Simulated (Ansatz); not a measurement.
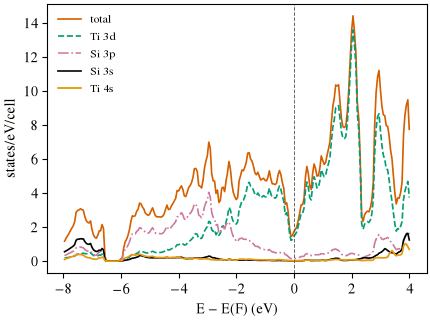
*Total and projected density of states of TiSi in space group Pnma (No. 62; Ti on 4c, Si on 4c), r²SCAN (plane waves, PAW; program Ansatz)*

**Question.** Which orbitals carry the states next to the Fermi level?

**Answer.** Within 0.5 eV of the Fermi level: Ti 3d 84 %, Si 3p 9 %, outside the projected shells 5 %. Projections are on Löwdin-orthogonalised atomic valence shells; empty p or d shells of many metals are not among them.

**Question.** Where is the tallest occupied peak in this window, and what makes it?

**Answer.** Near -2.9 eV, about 7.0 states/eV per cell; the largest projected share is Si 3p.

The first step of the workflow began from a Materials Project structure, measured or hypothetical; the Crystallography Open Database copy checked does not list it. COD files the formula under space group No. 25. Its standing as an ambient phase is unchecked. The cell was relaxed with r²SCAN under the symmetry of its start; whether a distortion lowers the energy is not shown. The run is not spin-polarised.

Potentials: the later of the program's two PAW sets.
